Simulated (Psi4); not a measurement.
# Single-point calculation of C₂H₄B

The run: single-point calculation of C₂H₄B, multiplicity 4. Method and program: DSD-PBEP86/def2-TZVP, UKS (Psi4 1.11).

The geometry is that of the parent species in another charge or spin state. The geometry comes from this level: GFN2-xTB.

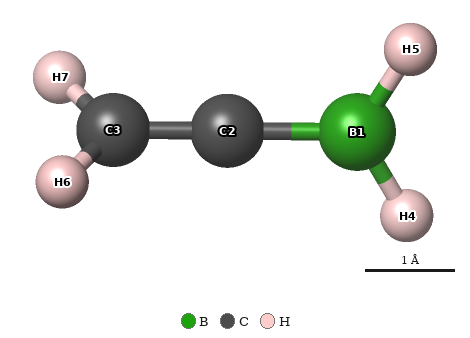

*The input geometry (ball-and-stick view, seen at a tilt; atoms are numbered from 1 in the order of the input).*

## Results in brief

| quantity | value |
| --- | --- |
| outcome | converged |
| total energy | −103.003340 hartree |
| SCF energy | −102.823319 hartree |
| basis functions | 117 |
| ⟨S²⟩ | 3.767 |
| hardware | 1 thread of Intel Xeon @ 2.50GHz (Skylake/Cascade Lake), 160 GiB of memory available, shared host |
| wall time | 60 s |
| peak memory | 0.7 GiB |

## Input (c2h4b.py)
```python
import psi4

psi4.set_memory(1600000000)
psi4.set_num_threads(1)
psi4.core.set_output_file('psi4.out', False)

geom = psi4.geometry("""
0 4
B     -2.03302406     0.80381390    -1.46223228
C      0.10771439    -0.03868269     0.07471977
C      1.98751945    -0.78495444     1.42988017
H     -3.89731447    -0.39274178    -1.49721111
H     -1.86924149     2.66712166    -2.64954720
H      3.15302694    -2.39651288     0.93596245
H      2.55131924     0.14193733     3.16842820
units bohr
symmetry c1
""")

options = {'basis': 'def2-TZVP', 'reference': 'uks', 'puream': True, 'e_convergence': 1e-09, 'd_convergence': 1e-08, 'scf_type': 'pk', 'dft_radial_points': 99, 'dft_spherical_points': 590, 'num_frozen_docc': 3, 'maxiter': 200}
psi4.set_options(options)

E = psi4.energy('DSD-PBEP86')
print(f'DSD-PBEP86 energy: {E:.10f} Eh')
for k, v in sorted(psi4.core.scalar_variables().items()):
    print(f'{k:45s} {v:18.10f}')
```

Launched with:
```bash
python c2h4b.py
```

## The program's output
```
=> Loading Basis Set <=

    Name: DEF2-TZVP
    Role: ORBITAL
    Keyword: BASIS

         ---------------------------------------------------------
                                   SCF
                              UKS Reference
                        1 Threads,   1525 MiB Core
         ---------------------------------------------------------

  ==> Geometry <==

    Molecular point group: c1
    Full point group: C1

    Geometry (in Bohr), charge = 0, multiplicity = 4:

       Center              X                  Y                   Z               Mass
    ------------   -----------------  -----------------  -----------------  -----------------
         B           -2.102129720425     0.829793353189    -1.511266827235    11.009305360000
         C            0.038608729575    -0.012703236811     0.025685222765    12.000000000000
         C            1.918413789575    -0.758974986811     1.380845622765    12.000000000000
         H           -3.966420130425    -0.366762326811    -1.546245657235     1.007825032230
         H           -1.938347150425     2.693101113189    -2.698581747235     1.007825032230
         H            3.083921279575    -2.370533426811     0.886927902765     1.007825032230
         H            2.482213579575     0.167916783189     3.119393652765     1.007825032230

  Running in c1 symmetry.

  Rotational constants: A =      4.49223  B =      0.27943  C =      0.27398 [cm^-1]
  Rotational constants: A = 134673.58809  B =   8377.03412  C =   8213.70883 [MHz]
  Nuclear repulsion =   51.996406161948947

  Charge       = 0
  Multiplicity = 4
  Electrons    = 21
  Nalpha       = 12
  Nbeta        = 9

  ==> Algorithm <==

  SCF Algorithm Type is PK.
  DIIS enabled.
  MOM disabled.
  Fractional occupation disabled.
  Guess Type is SAD.
  Energy threshold   = 1.00e-09
  Density threshold  = 1.00e-08
  Integral threshold = 1.00e-12

  ==> Primary Basis <==

  Basis Set: DEF2-TZVP
    Blend: DEF2-TZVP
    Number of shells: 49
    Number of basis functions: 117
    Number of Cartesian functions: 132
    Spherical Harmonics?: true
    Max angular momentum: 3

  ==> DFT Potential <==

   => LibXC <=

    Version 7.1.2

   => Composite Functional: DSD-PBEP86 <=

    DSD-PBEP86 SCS Double Hybrid XC Functional (not dispersion corrected)

    Deriv               =              1
    GGA                 =           TRUE
    Meta                =          FALSE

    Exchange Hybrid     =           TRUE
    MP2 Hybrid          =           TRUE

   => Exchange Functionals <=

    0.2800     XC_GGA_X_PBE

   => Exact (HF) Exchange <=

    0.7200               HF

   => Correlation Functionals <=

    0.4400     XC_GGA_C_P86

   => MP2 Correlation <=

    MP2 SCS Hybrid      =           TRUE
    MP2 OS Alpha        =       0.510000
    MP2 SS Alpha        =       0.360000

   => LibXC Density Thresholds  <==

    XC_GGA_C_P86:  1.00E-15
    XC_GGA_X_PBE:  1.00E-15

   => Molecular Quadrature <=

    Radial Scheme          =       TREUTLER
    Pruning Scheme         =           NONE
    Nuclear Scheme         =       TREUTLER

    Blocking Scheme        =         OCTREE
    BS radius alpha        =              1
    Pruning alpha          =              1
    Radial Points          =             99
    Spherical Points       =            590
    Total Points           =         392369
    Total Blocks           =           2826
    Max Points             =            256
    Max Functions          =            116
    Weights Tolerance      =       1.00E-15

  ==> Integral Setup <==

  Using in-core PK algorithm.
   Calculation information:
      Number of atoms:                   7
      Number of AO shells:              49
      Number of primitives:             84
      Number of atomic orbitals:       132
      Number of basis functions:       117

      Integral cutoff                 1.00e-12
      Number of threads:                 1

  Performing in-core PK
  Using 47658312 doubles for integral storage.
  We computed 707353 shell quartets total.
  Whereas there are 750925 unique shell quartets.

  ==> DiskJK: Disk-Based J/K Matrices <==

    J tasked:                  Yes
    K tasked:                  Yes
    wK tasked:                  No
    Memory [MiB]:             1029
    Schwarz Cutoff:          1E-12

  Cached 9.1% of DFT collocation blocks in 0.106 [GiB].

  Minimum eigenvalue in the overlap matrix is 9.3206757286E-05.
  Reciprocal condition number of the overlap matrix is 1.3182463806E-05.
    Using symmetric orthogonalization.

  ==> Pre-Iterations <==

  SCF Guess: Superposition of Atomic Densities via on-the-fly atomic UHF (no occupation information).

   -------------------------
    Irrep   Nso     Nmo
   -------------------------
     A        117     117
   -------------------------
    Total     117     117
   -------------------------

  ==> Iterations <==

                        Total Energy        Delta E     RMS |[F,P]|

   @UKS iter SAD:  -101.99264260350985   -1.01993e+02   0.00000e+00
   @UKS iter   1:  -102.64963759607771   -6.56995e-01   3.84938e-03 ADIIS/DIIS
   @UKS iter   2:  -102.73679743343970   -8.71598e-02   2.90788e-03 ADIIS/DIIS
   @UKS iter   3:  -102.80586211991746   -6.90647e-02   5.18006e-04 ADIIS/DIIS
   @UKS iter   4:  -102.81574817598425   -9.88606e-03   3.24280e-04 ADIIS/DIIS
   @UKS iter   5:  -102.82072411359133   -4.97594e-03   1.77388e-04 ADIIS/DIIS
   @UKS iter   6:  -102.82265288338937   -1.92877e-03   8.47706e-05 DIIS
   @UKS iter   7:  -102.82308401567455   -4.31132e-04   4.64944e-05 DIIS
   @UKS iter   8:  -102.82325808303700   -1.74067e-04   2.23638e-05 DIIS
   @UKS iter   9:  -102.82331339773734   -5.53147e-05   8.03927e-06 DIIS
   @UKS iter  10:  -102.82331862332931   -5.22559e-06   2.25964e-06 DIIS
   @UKS iter  11:  -102.82331878854389   -1.65215e-07   6.76341e-07 DIIS
   @UKS iter  12:  -102.82331880726792   -1.87240e-08   2.38318e-07 DIIS
   @UKS iter  13:  -102.82331881014595   -2.87802e-09   7.53081e-08 DIIS
   @UKS iter  14:  -102.82331881036754   -2.21590e-10   2.96632e-08 DIIS
   @UKS iter  15:  -102.82331881040371   -3.61666e-11   8.17309e-09 DIIS
  Energy and wave function converged.

  ==> Post-Iterations <==

   Electrons on quadrature grid:
      Nalpha   =   12.0000000148 ; deviation = 1.480e-08
      Nbeta    =    9.0000000146 ; deviation = 1.459e-08
      Ntotal   =   21.0000000294 ; deviation = 2.938e-08

   @Spin Contamination Metric:   1.655774177E-02
   @S^2 Expected:                3.750000000E+00
   @S^2 Observed:                3.766557742E+00
   @S   Expected:                1.500000000E+00
   @S   Observed:                1.500000000E+00

    Orbital Energies [Eh]
    ---------------------

    Alpha Occupied:

       1A    -10.885653     2A    -10.879807     3A     -7.282877
       4A     -1.030656     5A     -0.782002     6A     -0.640829
       7A     -0.596701     8A     -0.527837     9A     -0.509179
      10A     -0.434168    11A     -0.343845    12A     -0.203097

    Alpha Virtual:

      13A      0.061255    14A      0.091246    15A      0.141034
      16A      0.141998    17A      0.149301    18A      0.180875
      19A      0.220306    20A      0.226489    21A      0.255617
      22A      0.269336    23A      0.284398    24A      0.345389
      25A      0.378055    26A      0.380395    27A      0.419054
      28A      0.436676    29A      0.450390    30A      0.494845
      31A      0.530575    32A      0.539048    33A      0.550386
      34A      0.584497    35A      0.588356    36A      0.622332
      37A      0.692838    38A      0.739065    39A      0.782448
      40A      0.854769    41A      0.875464    42A      0.876454
      43A      0.927359    44A      0.956669    45A      1.007848
      46A      1.064295    47A      1.073391    48A      1.101120
      49A      1.115152    50A      1.184223    51A      1.344757
      52A      1.375747    53A      1.382559    54A      1.478662
      55A      1.626053    56A      1.661999    57A      1.684171
      58A      1.687604    59A      1.715808    60A      1.738841
      61A      1.761272    62A      1.882565    63A      1.897402
      64A      1.934488    65A      1.966498    66A      1.973481
      67A      1.983324    68A      2.064351    69A      2.074296
      70A      2.094308    71A      2.138768    72A      2.224553
      73A      2.245799    74A      2.309391    75A      2.374629
      76A      2.472418    77A      2.524039    78A      2.580181
      79A      2.617574    80A      2.650915    81A      2.665068
      82A      2.702406    83A      2.785473    84A      2.833782
      85A      2.872509    86A      2.879301    87A      2.883669
      88A      2.932158    89A      2.995425    90A      3.034209
      91A      3.074998    92A      3.089296    93A      3.223347
      94A      3.234982    95A      3.263682    96A      3.286554
      97A      3.313784    98A      3.370591    99A      3.373528
     100A      3.456658   101A      3.466467   102A      3.486752
     103A      3.612936   104A      3.888759   105A      3.948390
     106A      4.052619   107A      4.065064   108A      4.217034
     109A      4.404392   110A      4.689779   111A      4.875076
     112A      4.927423   113A      5.063399   114A      5.213824
     115A     15.403370   116A     23.094353   117A     23.638651

    Beta Occupied:

       1A    -10.868551     2A    -10.847951     3A     -7.283357
       4A     -0.916091     5A     -0.695782     6A     -0.606232
       7A     -0.547582     8A     -0.477121     9A     -0.438215

    Beta Virtual:

      10A     -0.059929    11A     -0.019796    12A      0.100011
      13A      0.110717    14A      0.144800    15A      0.148132
      16A      0.161835    17A      0.164281    18A      0.194759
      19A      0.237370    20A      0.250280    21A      0.262458
      22A      0.309585    23A      0.310164    24A      0.414878
      25A      0.417929    26A      0.435240    27A      0.435851
      28A      0.474716    29A      0.477220    30A      0.512808
      31A      0.551701    32A      0.581735    33A      0.584526
      34A      0.616623    35A      0.637077    36A      0.677154
      37A      0.737881    38A      0.763300    39A      0.805315
      40A      0.884002    41A      0.887393    42A      0.908340
      43A      0.948536    44A      0.988113    45A      1.056979
      46A      1.094139    47A      1.109116    48A      1.124643
      49A      1.137510    50A      1.235227    51A      1.368540
      52A      1.415933    53A      1.433653    54A      1.503040
      55A      1.684425    56A      1.708894    57A      1.726419
      58A      1.730279    59A      1.770639    60A      1.776641
      61A      1.785341    62A      1.895817    63A      1.918843
      64A      1.948659    65A      1.989406    66A      1.991508
      67A      2.015534    68A      2.080407    69A      2.093679
      70A      2.113998    71A      2.157842    72A      2.249306
      73A      2.275095    74A      2.334377    75A      2.390227
      76A      2.496743    77A      2.547144    78A      2.605046
      79A      2.633482    80A      2.668395    81A      2.680019
      82A      2.722885    83A      2.846575    84A      2.870902
      85A      2.909407    86A      2.934615    87A      2.937006
      88A      2.956161    89A      3.034423    90A      3.065186
      91A      3.094335    92A      3.128669    93A      3.260776
      94A      3.283030    95A      3.295323    96A      3.322658
      97A      3.397016    98A      3.418067    99A      3.444297
     100A      3.484733   101A      3.497038   102A      3.530193
     103A      3.639211   104A      3.922712   105A      3.993154
     106A      4.087065   107A      4.103681   108A      4.262030
     109A      4.426738   110A      4.717811   111A      4.918284
     112A      4.961593   113A      5.086358   114A      5.235972
     115A     15.403935   116A     23.108897   117A     23.661561

    Final Occupation by Irrep:
              A
    DOCC [     9 ]
    SOCC [     3 ]
    NA   [    12 ]
    NB   [     9 ]

  @UKS Final Energy:  -102.82331881040371

   => Energetics <=

    Nuclear Repulsion Energy =             51.9964061619489470
    One-Electron Energy =                -239.4937173378293949
    Two-Electron Energy =                  89.3513512042226381
    DFT Exchange-Correlation Energy =      -4.6773588387459011
    Empirical Dispersion Energy =           0.0000000000000000
    VV10 Nonlocal Energy =                  0.0000000000000000
    Total Energy =                       -102.8233188104037055

  UHF NO Occupations:
  HONO-2 :   10  A 1.0000000
  HONO-1 :   11  A 1.0000000
  HONO-0 :   12  A 1.0000000
  LUNO+0 :   13  A 0.0045860
  LUNO+1 :   14  A 0.0017513
  LUNO+2 :   15  A 0.0009378
  LUNO+3 :   16  A 0.0005997

Computation Completed

Properties will be evaluated at   0.000000,   0.000000,   0.000000 [a0]

Properties computed using the SCF density matrix

 Multipole Moments:

 ------------------------------------------------------------------------------------
     Multipole            Electronic (a.u.)      Nuclear  (a.u.)        Total (a.u.)
 ------------------------------------------------------------------------------------

 L = 1.  Multiply by 2.5417464519 to convert [e a0] to [Debye]
 Dipole X            :         -0.3530593            0.8928541            0.5397948
 Dipole Y            :          0.1443695           -0.3573804           -0.2130109
 Dipole Z            :         -0.2558373            0.6443451            0.3885078
 Magnitude           :                                                    0.6983483

 ------------------------------------------------------------------------------------

	total time  =         58 seconds =       0.97 minutes

   => Loading Basis Set <=

    Name: (DEF2-TZVP AUX)
    Role: RIFIT
    Keyword: DF_BASIS_MP2

	 --------------------------------------------------------
	                          DF-MP2
	      2nd-Order Density-Fitted Moller-Plesset Theory
	              UMP2 Wavefunction,   1 Threads

	 --------------------------------------------------------

	 --------------------------------------------------------
	                 NBF =   117, NAUX =   288
	 --------------------------------------------------------
	   CLASS    FOCC     OCC    AOCC    AVIR     VIR    FVIR
	   ALPHA       3      12       9     105     105       0
	    BETA       3       9       6     108     108       0
	 --------------------------------------------------------

	-----------------------------------------------------------
	 ==================> DF-MP2 Energies <====================
	-----------------------------------------------------------
	 Reference Energy          =    -102.8233188104037055 [Eh]
	 Singles Energy            =      -0.0000000000000000 [Eh]
	 Same-Spin Energy          =      -0.0863005186071339 [Eh]
	 Opposite-Spin Energy      =      -0.2920641714044468 [Eh]
	 Correlation Energy        =      -0.3783646900115807 [Eh]
	 Total Energy              =    -103.2016835004152853 [Eh]
	-----------------------------------------------------------
	 ================> DF-SCS-MP2 Energies <==================
	-----------------------------------------------------------
	 SCS Same-Spin Scale       =       0.3600000000000000 [-]
	 SCS Opposite-Spin Scale   =       0.5100000000000000 [-]
	 SCS Same-Spin Energy      =      -0.0310681866985682 [Eh]
	 SCS Opposite-Spin Energy  =      -0.1489527274162679 [Eh]
	 SCS Correlation Energy    =      -0.3792438452210475 [Eh]
	 SCS Total Energy          =    -103.2025626556247460 [Eh]
	-----------------------------------------------------------

    DSD-PBEP86 Energy Summary
    -------------------------
    DFT Reference Energy                  =  -102.8233188104037055
    Scaled MP2 Correlation                =    -0.1800209141148361
    @Final double-hybrid DFT total energy =  -103.0033397245185398

	total time  =          0 seconds =       0.00 minutes
```

## Standard output
```
DSD-PBEP86 energy: -103.0033397245 Eh
CURRENT ENERGY                                   -103.0033397245
CURRENT REFERENCE ENERGY                         -102.8233188104
DD SOLVATION ENERGY                                 0.0000000000
DFT FUNCTIONAL TOTAL ENERGY                      -102.8233188104
DFT TOTAL ENERGY                                 -103.0033397245
DFT VV10 ENERGY                                     0.0000000000
DFT XC ENERGY                                      -4.6773588387
DOUBLE-HYBRID CORRECTION ENERGY                    -0.1800209141
DSD-PBEP86 DOUBLE-HYBRID CORRECTION ENERGY         -0.1800209141
DSD-PBEP86 TOTAL ENERGY                          -103.0033397245
GRID ELECTRONS ALPHA                               12.0000000148
GRID ELECTRONS BETA                                 9.0000000146
GRID ELECTRONS TOTAL                               21.0000000294
NUCLEAR REPULSION ENERGY                           51.9964061619
ONE-ELECTRON ENERGY                              -239.4937173378
PCM POLARIZATION ENERGY                             0.0000000000
PE ENERGY                                           0.0000000000
SCF ITERATION ENERGY                             -102.8233188104
SCF ITERATIONS                                     15.0000000000
SCF TOTAL ENERGY                                 -102.8233188104
TWO-ELECTRON ENERGY                                89.3513512042
XC GRID RADIAL POINTS                              99.0000000000
XC GRID SPHERICAL POINTS                          590.0000000000
XC GRID TOTAL POINTS                           392369.0000000000
```
